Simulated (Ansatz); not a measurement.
A series of calculations on Ge₂H₇SF

## 1. Relaxation

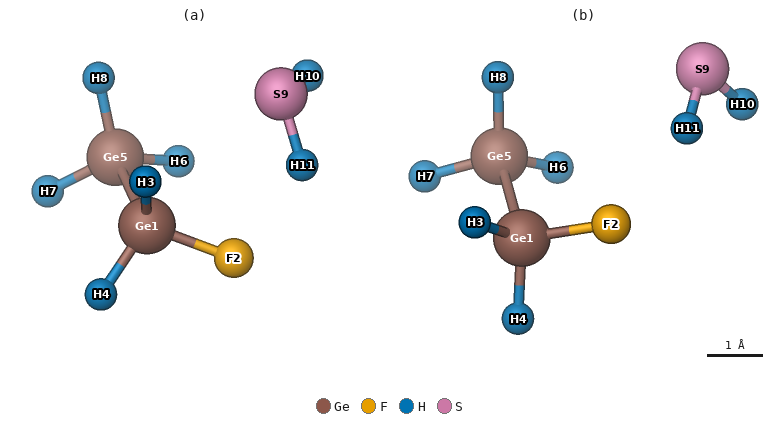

The structure of Ge₂H₇SF before (left) and after (right) a relaxation, at one scale.

Style: ball-and-stick. Shown from a free direction.

The run prepares an end point of a later path (reaction) calculation, from a guessed geometry.

The calculation used RHF/def2-SVP in Ansatz. Set-up: no spin polarisation; force threshold 0.03 eV/Å; at most 50 steps.

What changed between the two?

Answer. Over 29 accepted moves (32 points after the start) the energy falls by 0.134 eV. The largest force component goes from 1.2 to 0.022 eV/Å. The line search rejected the trial steps at points 5, 19, 30 of the run. The forces were under the threshold at step 10, but the run went on from there. H3 moves most after the best rigid fit: 1.33 Å. Largest moves by element: H 1.33 Å, S 1.00 Å, F 0.97 Å, Ge 0.35 Å. Near-neighbour distances that change, for instance: Ge1–S9 3.461 → 4.615 Å, S9–H11 1.369 → 1.335 Å, Ge1–F2 1.716 → 1.749 Å, S9–H10 1.340 → 1.335 Å. Among the angles between lasting bonds that change: Ge1–Ge5–H7 109.3° → 107.1°. Groups turn about Ge1–Ge5 by about 50°.

Limits of the set-up: Hartree-Fock leaves out electron correlation.

## 2. Relaxation

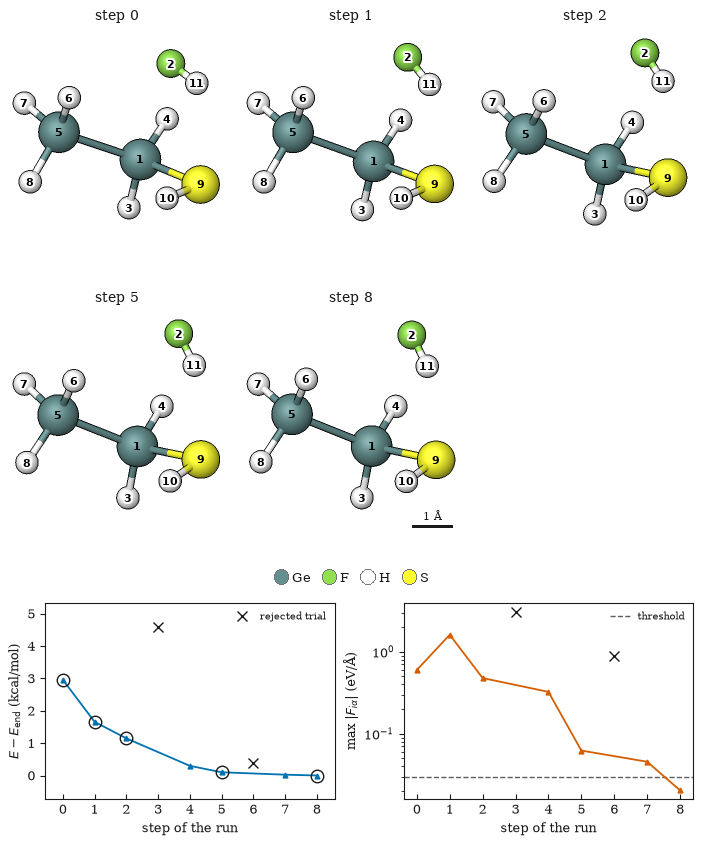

Frames of a relaxation of Ge₂H₇SF, marked on the history of the run. Style: ball-and-stick. Shown at a tilt.

The run prepares an end point of a later path (reaction) calculation, from a guessed geometry.

Level of theory: RHF/def2-SVP in Ansatz.

The input:
```yaml
crystal:
  periodic: [false, false, false]
  atoms:
    - { symbol: Ge, position_ang: [0.504916, -0.550916, -0.356075] }
    - { symbol: F, position_ang: [-1.117887, -0.489708, 2.04081] }
    - { symbol: H, position_ang: [1.400425, -0.367378, -1.595128] }
    - { symbol: H, position_ang: [0.186605, 0.834628, 0.191652] }
    - { symbol: Ge, position_ang: [-1.416951, -1.941026, -0.979475] }
    - { symbol: H, position_ang: [-2.092501, -2.563291, 0.24303] }
    - { symbol: H, position_ang: [-2.428396, -1.09911, -1.768224] }
    - { symbol: H, position_ang: [-0.902699, -3.068094, -1.889873] }
    - { symbol: S, position_ang: [1.768311, -1.573037, 1.212451] }
    - { symbol: H, position_ang: [1.42347, -2.833462, 0.911573] }
    - { symbol: H, position_ang: [-0.359692, -0.772306, 2.465158] }
basis:
  gaussian: { orbitals: def2-SVP }
hamiltonian:
  xc: hf
relax:
  f_tol: 0.03
  max_steps: 50
```

Run as
```bash
ansatz run input.yaml --threads 4 --pin off --max-ram 5120MiB --backend cpu --events-out ev --progress --plain --runs-dir out
```

Question: Describe the path.

Answer: After 6 accepted moves (8 points after the start) the energy has fallen by 2.96 kcal/mol. Largest force component: 0.6 eV/Å at the start, 0.02 eV/Å at the end. The line search rejected the trial steps at points 3, 6 of the run. The largest move after the best rigid fit is that of F2, 0.49 Å. Largest moves by element: F 0.49 Å, H 0.25 Å, S 0.19 Å, Ge 0.16 Å. Some distances before and after: Ge1–S9 2.259 → 2.275 Å, Ge1–Ge5 2.452 → 2.460 Å, Ge1–H3 1.540 → 1.533 Å, F2–H11 0.914 → 0.908 Å. Among the angles between lasting bonds that change: H3–Ge1–Ge5 108.6° → 111.7°, H4–Ge1–S9 106.2° → 103.4°, H4–Ge1–Ge5 116.3° → 113.6°. Cost: 10 s on 4 threads of Intel(R) Xeon(R) 6975P-C (Granite Rapids) (shared host), peak memory 0.39 GiB. From step 0 to 1: F2 moves most (0.19 Å), energy −1.30 kcal/mol. From step 1 to 2: H6 moves most (0.20 Å), energy −0.51 kcal/mol. From step 2 to 5: F2 moves most (0.18 Å), energy −1.05 kcal/mol. From step 5 to 8: H10 moves most (0.06 Å), energy −0.10 kcal/mol.

| step | E − E(0), kcal/mol | largest force component, eV/Å | note |
| --- | --- | --- | --- |
| 0 | 0.00 | 0.5993 |  |
| 1 | -1.30 | 1.6106 |  |
| 2 | -1.81 | 0.4778 |  |
| 3 | 1.64 | 3.0787 | rejected |
| 4 | -2.66 | 0.3242 |  |
| 5 | -2.86 | 0.0624 |  |
| 6 | -2.56 | 0.8860 | rejected |
| 7 | -2.93 | 0.0456 |  |
| 8 | -2.96 | 0.0204 |  |

Limits of the set-up: the start holds two separate molecules, 2.6 Å apart at their closest, whose relative position is a soft coordinate and is computed without a dispersion correction; Hartree-Fock leaves out electron correlation.

## 3. Path

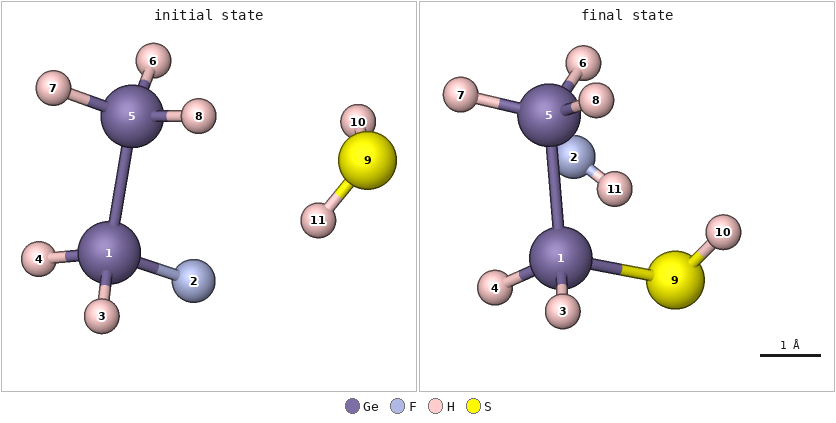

The two relaxed end points of a path for Ge$_{2}$H$_{7}$SF, made up at the start of Ge$_{2}$H$_{5}$F and H2S. The picture is a ball-and-stick view, seen at a tilt.

Level of theory: RHF/def2-SVP in Ansatz.

Settings: 7 movable images; climbing image; force threshold 0.05 eV/Å; iteration limit 60.

Start:
```xyz
11

Ge   -0.2850    0.3785   -0.3198
F     0.5976   -0.0247    1.1348
H     0.7441    1.0414   -1.2397
H    -1.3402    1.3952    0.1250
Ge   -1.2358   -1.7005   -1.2162
H    -2.0537   -2.4052   -0.1323
H    -2.1657   -1.3088   -2.3755
H    -0.1299   -2.6145   -1.7429
S     1.2609   -3.4506    1.7417
H     0.3028   -3.6149    2.6571
H     1.2706   -2.1195    1.8438
```

End:
```xyz
11

Ge    0.5203   -0.4095   -0.3158
F    -1.4423   -1.1449    2.4901
H     1.5454   -0.0788   -1.4073
H     0.0446    0.8864    0.3399
Ge   -1.3108   -1.8065   -1.1802
H    -1.9432   -2.6131   -0.0472
H    -2.3615   -0.9118   -1.8477
H    -0.7337   -2.7669   -2.2307
S     1.6022   -1.4863    1.3704
H     1.6123   -2.7043    0.8211
H    -0.5676   -1.3881    2.4833
```

> Predict the minimum-energy path and its barrier.

The energy climbs by 196.2 kJ/mol to image 5 and then falls by 180.0 kJ/mol, so the end point sits at +16.2 kJ/mol. Breaking: Ge1–F2 (1.75 → 2.07 at the top → 3.50 Å), S9–H11 (1.34 → 1.80 at the top → 2.44 Å). Forming: F2–H11 (2.31 → 1.02 at the top → 0.91 Å), Ge1–S9 (4.62 → 2.82 at the top → 2.27 Å). The band converged in 28 iterations, with a climbing image at the top. At the top, the vibrational analysis gives one imaginary mode (394i cm⁻¹), as a transition state must have.

Energies of the converged images:

```
image  path (Å)  E (kJ/mol)
    0      0.00         0.0
    1      0.80         0.6
    2      1.59         1.2
    3      2.39         3.7
    4      3.18        43.6
    5      3.98       196.2
    6      5.58        36.1
    7      7.19        19.5
    8      8.79        16.2
```

The geometry at the top of the path:

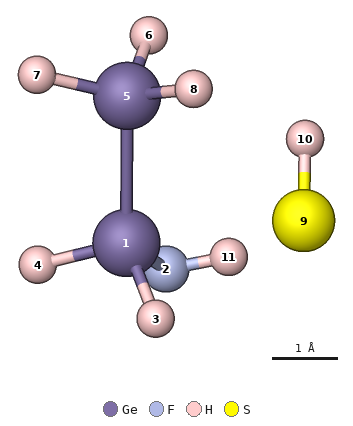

Limits of the set-up: the start holds two separate molecules, 2.3 Å apart at their closest, whose relative position is a soft coordinate and is computed without a dispersion correction; Hartree-Fock leaves out electron correlation.

Cost: 3.3 min on 4 threads of Intel(R) Xeon(R) 6975P-C (Granite Rapids), with other jobs on the host, peak memory 0.41 GiB.
